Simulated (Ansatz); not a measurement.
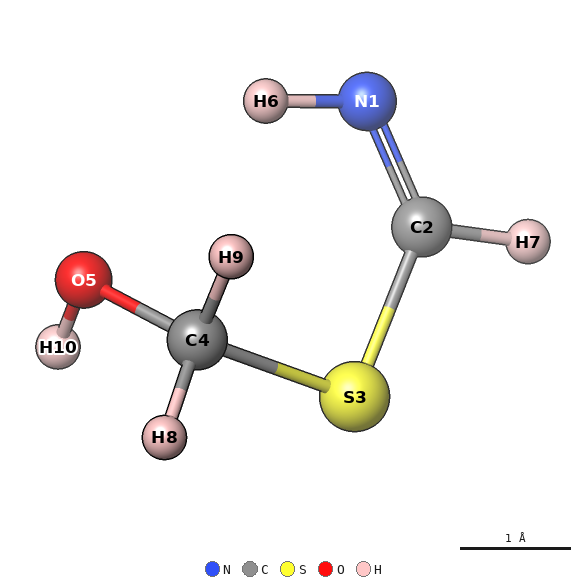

Orthographic view. Depth is shown by fading: the farther an atom, the more it takes the colour of the background. The computed structure is the end point of a PBE0-D4/def2-TZVP optimisation. No frequency run is at hand to confirm it as a minimum.

Write a MOL file (V2000) with the atoms in numerical order, bonds sorted by atom number with the orders drawn, and coordinates in the frame of the picture: x right, y up, z towards the viewer, origin at the mean position.

```
C2H5NOS
                    3D

 10  9  0  0  0  0  0  0  0  0999 V2000
    0.9200    1.5700   -0.6600 N   0  0  0  0  0  0  0  0  0  0  0  0
    1.4200    0.4200   -0.7400 C   0  0  0  0  0  0  0  0  0  0  0  0
    0.8000   -1.1400   -0.1600 S   0  0  0  0  0  0  0  0  0  0  0  0
   -0.6400   -0.6100    0.7900 C   0  0  0  0  0  0  0  0  0  0  0  0
   -1.6800   -0.0600    0.0400 O   0  0  0  0  0  0  0  0  0  0  0  0
   -0.0100    1.5800   -0.2500 H   0  0  0  0  0  0  0  0  0  0  0  0
    2.3900    0.2900   -1.2100 H   0  0  0  0  0  0  0  0  0  0  0  0
   -0.9400   -1.5100    1.3400 H   0  0  0  0  0  0  0  0  0  0  0  0
   -0.3300    0.1500    1.5100 H   0  0  0  0  0  0  0  0  0  0  0  0
   -1.9200   -0.6800   -0.6600 H   0  0  0  0  0  0  0  0  0  0  0  0
  1  2  2  0
  1  6  1  0
  2  3  1  0
  2  7  1  0
  3  4  1  0
  4  5  1  0
  4  8  1  0
  4  9  1  0
  5 10  1  0
M  END
```
